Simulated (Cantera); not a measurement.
Input: 1 mol LiOH, 1.5 mol H2, 0.42 mol O2, equilibrated at 13300 Pa.

Equilibrium computed with Cantera from the NASA thermochemical tables; the gas is ideal and each condensed phase is pure. Candidate condensed phases: H2O, Li, LiH, LiOH, Li2O; 17 gas species. Equilibrium is a limit: real reactors are often held back by kinetics, nucleation or transport.

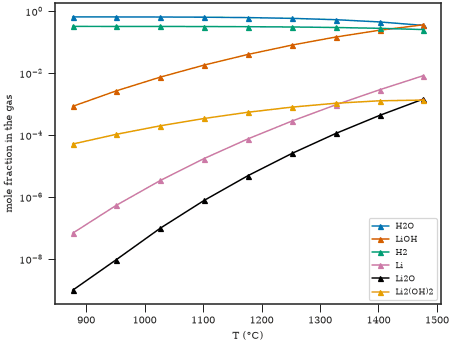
Figure. Equilibrium gas composition (values under 1e-9 drawn at 1e-9)

### Question
Read off the mole fractions at 877 °C.

### Answer
H2O about 0.67, H2 about 0.33, LiOH about 0.00086, Li2(OH)2 about 5.2e-5, Li about 6.9e-8.
